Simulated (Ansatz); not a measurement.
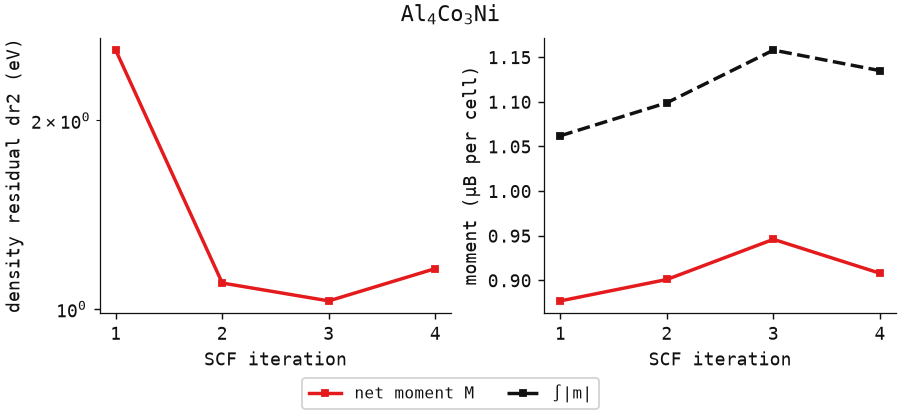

The plot shows the SCF iterations of a calculation: density residual dr2, magnetic moments. dr2 is the charge part; the magnetisation has a residual of its own.

Al₄Co₃Ni (8 atoms in the cell), run with Ansatz.

```
crystal:
  lattice:
    - [-2.8654417, 2.8654417, 2.8654417]
    - [2.8654417, -2.8654417, 2.8654417]
    - [2.8654417, 2.8654417, -2.8654417]
  atoms:
    - { symbol: Al, position: [0.0, 0.5, 0.0] }
    - { symbol: Al, position: [0.5, 0.0, 0.0] }
    - { symbol: Al, position: [0.5, 0.5, 0.5] }
    - { symbol: Al, position: [0.0, 0.0, 0.5] }
    - { symbol: Ni, position: [0.0, 0.0, 0.0] }
    - { symbol: Co, position: [0.5, 0.0, 0.5], spin: 0.39 }
    - { symbol: Co, position: [0.0, 0.5, 0.5], spin: 0.39 }
    - { symbol: Co, position: [0.5, 0.5, 0.0], spin: 0.39 }
  symmetry: { detect: false }
basis:
  ecutwfc: 420
  xc_grid: 2
kpoints:
  mp_grid: { grid: [10, 10, 10], shift: [0.5, 0.5, 0.5] }
hamiltonian:
  xc: pbe
scf:
  occupations: { method: gaussian, width: 0.1 }
output:
  forces: true
  eigenvalues: true
  stress: true
magnetization:
  spin_polarized: true
```

Launched with:
```bash
ansatz run input.yaml --threads 4 --pin off --max-ram 8192MiB --backend cpu --events-out ev --progress --plain --runs-dir out
```

Was self-consistency reached?

It did not finish: the time limit cut it off after 4 iterations. The residual never comes down: it stays between about 1 and 2.6. From the first spectrum the program read the system as a metal and chose the Kerker preconditioner.

Read the residual at the first and at the last step drawn.

It starts near 2.6 and ends near 1.2 eV.

What happens to the magnetisation?

The net moment stays at 0.9 μB per cell, though in an unconverged run this needn't be final.
